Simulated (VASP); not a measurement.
Band structure of ScTe (relaxed from the zinc blende structure, space group F-43m). Level of theory: PBEsol GGA, VASP's PBE PAW potentials (set 64) (plane waves; VASP).

Unless said otherwise, spin-orbit coupling is left out, though it shifts the bands of the heavy elements here.

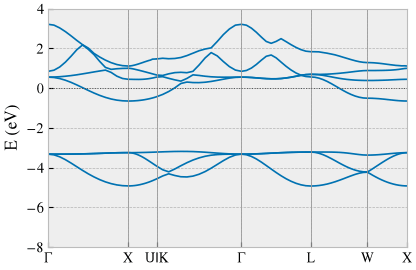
Fig. 1. Bands along high-symmetry lines, zero at the valence-band maximum or, without a gap, the Fermi level

Question: Read the plot: is there a gap, and where are the band edges?

Answer: It has no gap at this level: it comes out as a metal or semimetal. (Edges off the drawn lines would not show.)

The structure was generated: ScTe was put into the zinc blende type (F-43m), which need not be its known phase. It was relaxed first, which changed the volume by -25 %. The electron count is odd and the run is not spin-polarised, which forces a metal.
